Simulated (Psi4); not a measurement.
# Predicting a hybrid from its neighbours: SiF3 (trifluorosilyl)

SiF3: 4 atoms, total charge 0, spin state doublet. As SMILES, `F[Si](F)F`. The coordinates come from a PBE0-D4/def2-TZVP relaxation.

The dipole moment y, in D, basis aug-cc-pVDZ; a is the functional's share of exact exchange. Programs: Psi4 1.11.

```
functional  program     a  y (D)
     UBLYP     Psi4     0   1.11
  U-r2SCAN     Psi4     0   1.12
    UB3LYP     Psi4   0.2      ?
     UPBE0     Psi4  0.25   1.20
    UBHLYP     Psi4   0.5   1.37
```

Task: Fit y = c + s·a to the known rows and predict UB3LYP.

Result: 
1. Means of the 4 rows: a = 0.1875, y = 1.200.
2. Σ(Δa)² = 0.17188, Σ(Δa·Δy) = 0.085, so the slope is 0.085/0.17188 = 0.49453.
3. Intercept: 1.200 − (0.49453) × 0.1875 = 1.107. The largest residual of the fit is 0.031.
4. UB3LYP: 1.107 + (0.49453) × 0.2 = 1.21 D.

The run gave 1.23 D, so the prediction is off by -0.02 D, within the largest residual. More exact exchange makes the molecule more polar here.

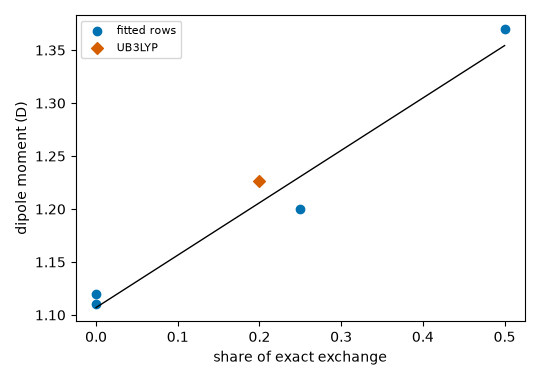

The fitted line, with the withheld row.
